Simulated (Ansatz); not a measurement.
**C11H14HfO (SMILES [CH3][Hf]12345678([OH])([CH]9[CH]1[CH]2[CH]3[CH]94)[CH]1[CH]5[CH]6[CH]7[CH]18): density, localisation and related maps**

```
atom    x (Å)    y (Å)    z (Å)
   C  -1.5041  -1.7866   0.1203
  Hf  -0.2107   0.0684   0.3324
   O  -0.9454   0.7234   2.0439
   C  -1.7037   0.5929  -1.6640
   C  -2.0244   1.5301  -0.6596
   C  -0.9056   2.3645  -0.4681
   C   0.1117   1.9386  -1.3468
   C  -0.3847   0.8437  -2.0903
   C   1.9332  -0.1518   1.6947
   C   2.2932   0.3185   0.4154
   C   2.0398  -0.7189  -0.5146
   C   1.5026  -1.8110   0.1892
   C   1.4313  -1.4583   1.5555
   H  -1.3688  -2.3343  -0.8187
   H  -2.5616  -1.5082   0.1839
   H  -1.3040  -2.4909   0.9354
   H  -0.6879   0.4638   2.9267
   H  -2.3508  -0.1874  -2.0324
   H  -2.9468   1.5734  -0.1004
   H  -0.8281   3.1600   0.2578
   H   1.0901   2.3836  -1.4482
   H   0.1504   0.2955  -2.8516
   H   2.0003   0.4127   2.6129
   H   2.7210   1.2844   0.1935
   H   2.2260  -0.6764  -1.5771
   H   1.1853  -2.7496  -0.2377
   H   1.0415  -2.0801   2.3479
```

Geometry: PBE0-D4/def2-TZVP; core potentials replace the inner electrons of Hf.

Computed with RKS PBE0-D4/def2-TZVPP (Ansatz).

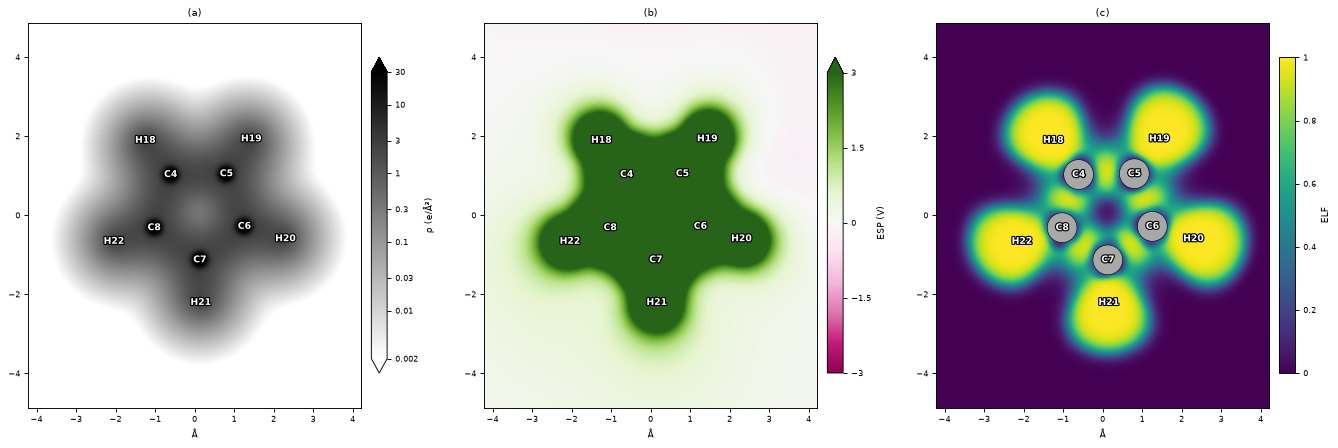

Figure 1. (a) electron density; (b) molecular electrostatic potential; (c) electron localisation function on the plane of atoms C8, C7 and H21. Grey discs cover the atomic cores in the ELF map.

What does the map show?

Answer.
- The plane passes through C and H nuclei.
- C–C (1.41 Å): ρ at the midpoint is about 2 e/Å³; the ELF peaks at about 0.95 between the atoms, as expected for localised, covalent bonding.
- C–H (1.08 Å): the density is about 2.1 e/Å³ at the midpoint; the ELF climbs to about 1 towards the hydrogen, as it does in any bond to H; an ordinary covalent bond to hydrogen.
- The potential has no marked negative region in this plane.

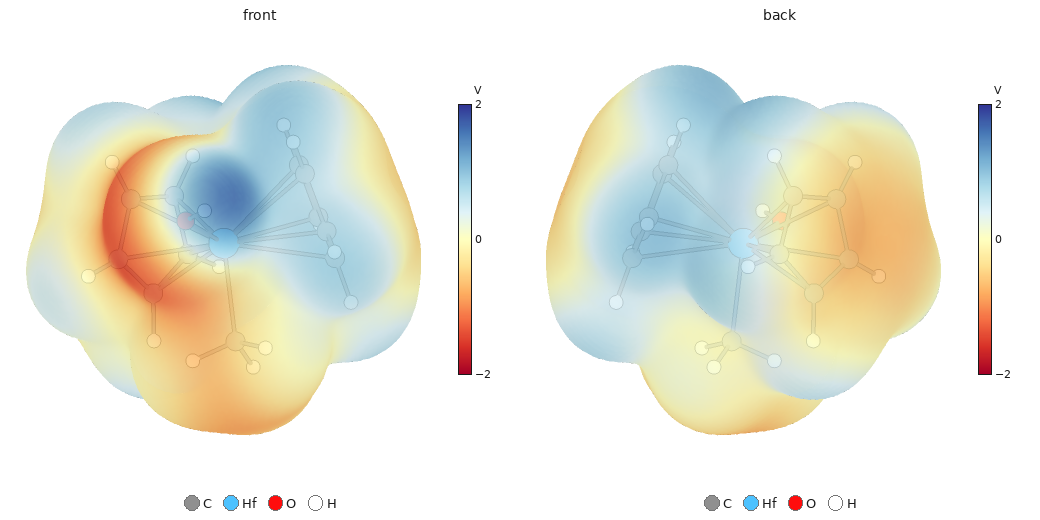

Figure 2. The molecular electrostatic potential painted on the density surface at 0.001 e/bohr³, seen from the front and from behind; the colour scale runs from red (negative) to blue (positive).

Describe the electrostatic potential map.

Answer. The most negative region (about −1.3 V) lies over O3, the most positive (about +1.5 V) over H17. O3 is the likeliest acceptor of a hydrogen bond.

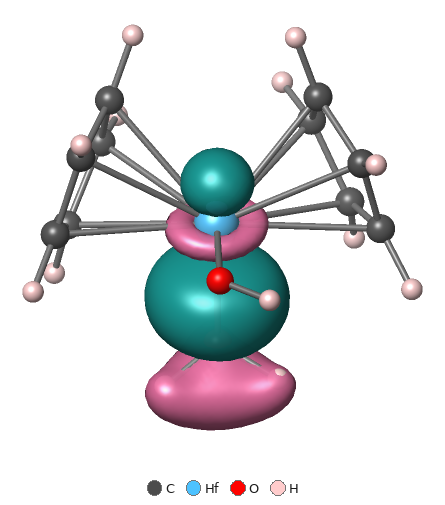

Figure 3. The HOMO−1 at ±0.15 Å⁻³ᐟ² (teal and pink are the two phases), seen at a tilt.

What is the character of this orbital?

Answer. Its weight (Hirshfeld) is mainly on C1 (about 55 %) and Hf2 (about 25 %). Its energy is −6.87 eV.
